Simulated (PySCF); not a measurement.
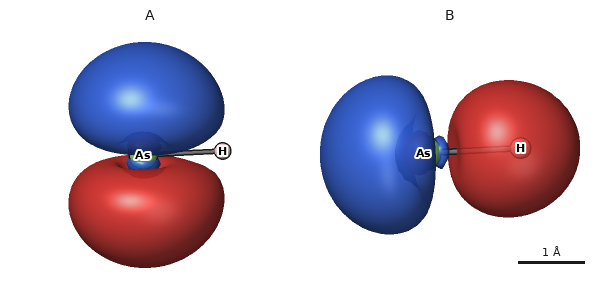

The picture shows: AsH (triplet). Two frontier α-spin orbitals, each drawn at the value that holds 80 % of its norm (red and blue are the two phases), in no order; of a degenerate pair one member is drawn.

All numbers below come from PySCF, PBE0/cc-pVTZ(-PP), non-relativistic Hamiltonian with scalar-relativistic core potentials where named, at a bond length of 1.533 Å.

Label each orbital by symmetry, say whether it is occupied, and order them by energy.

Answer. Orbital B: σ, occupied in this spin, −9.47 eV; shared between the atoms (As 70 %, H 30 %).
Orbital A: π, occupied in this spin, −6.97 eV; almost wholly on As.
